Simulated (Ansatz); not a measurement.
**BaTiO3 (P4mm): least direct gap against volume**

The cell of BaTiO3 (P4mm) is scaled evenly and the response computed anew at each volume, on one mesh. The atoms keep their fractional positions.

The structure is tetragonal, space group P4mm (No. 99). Conventional cell: a = 4.000 Å, b = 4.000 Å, c = 4.018 Å, α = 90.00°, β = 90.00°, γ = 90.00°. Around Ba on site a lie 12 O at 2.79 to 2.88 Å. Ti on site b has 6 O at 1.89 to 2.13 Å as nearest neighbours. O on site c is surrounded by 2 Ti at 2.00 Å. O on site b is surrounded by 2 Ti at 1.89 to 2.13 Å.

Method: Ansatz 0.2.0, PBE, independent particles, k-mesh 6×6×6 with interpolation inside its cells, Gaussian parameter 0.1 eV.

Launch of the response step: `ansatz run input.yaml --threads 4 --pin off --max-ram 8192MiB --backend cpu --events-out ev --progress --plain --runs-dir out`. The series took 3.1 min in all, on 4 threads of Intel(R) Xeon(R) 6975P-C (Granite Rapids) (shared host).

| V/V₀ | V (Å³, primitive cell) | least direct gap (eV) |
| --- | --- | --- |
| 0.94 | 60.42 | 2.1628 |
| 0.96 | 61.71 | ? |
| 0.98 | 63.00 | 2.1145 |
| 1.00 | 64.28 | 2.0876 |
| 1.02 | 65.57 | 2.0600 |
| 1.04 | 66.85 | 2.0314 |
| 1.06 | 68.14 | 2.0020 |

For small changes the quantity should be close to linear in ln V.

Working, on the rows shown:

| x = ln(V/V₀) | y = least direct gap |
| --- | --- |
| -0.0618754 | 2.1628 |
| -0.0202027 | 2.1145 |
| 0 | 2.0876 |
| 0.0198026 | 2.06 |
| 0.0392207 | 2.0314 |
| 0.0582689 | 2.002 |

Means: x̄ = 0.005869, ȳ = 2.0764. Σ(x − x̄)(y − ȳ) = -0.01254, Σ(x − x̄)² = 0.009356. Slope = -0.01254 / 0.009356 = -1.34; intercept = ȳ − slope · x̄ = 2.0842. The line misses the rows shown by at most 0.0044 eV.

Q: Fill in the last column of the withheld row.

A: At x = -0.040822 the line gives y = 2.139 eV. The run gave 2.1393 eV, so the interpolation is off by 0.00033 eV, 0.2 % of the range in the table.

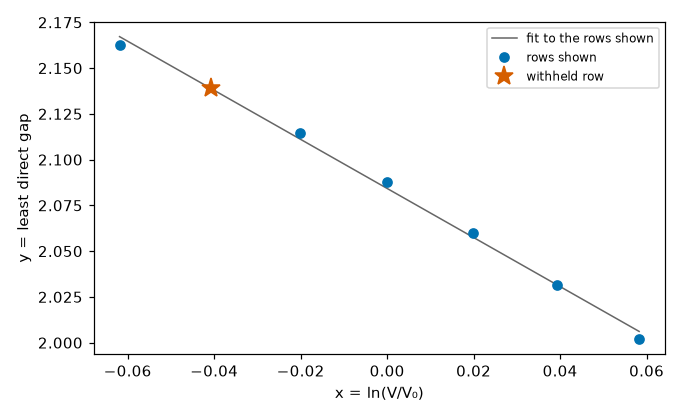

Between the rows on either side of x = 0 the slope is (2.06 − 2.1145) / (0.019803 − (-0.020203)) = -1.362. That is a volume deformation potential of -1.4 eV: the least direct gap on this mesh widens by 14 meV for each per cent of compression. The cell comes from an older database entry, whose edges can be off by a per cent or so. PBE gaps are as a rule too small. Spin-orbit coupling is left out.
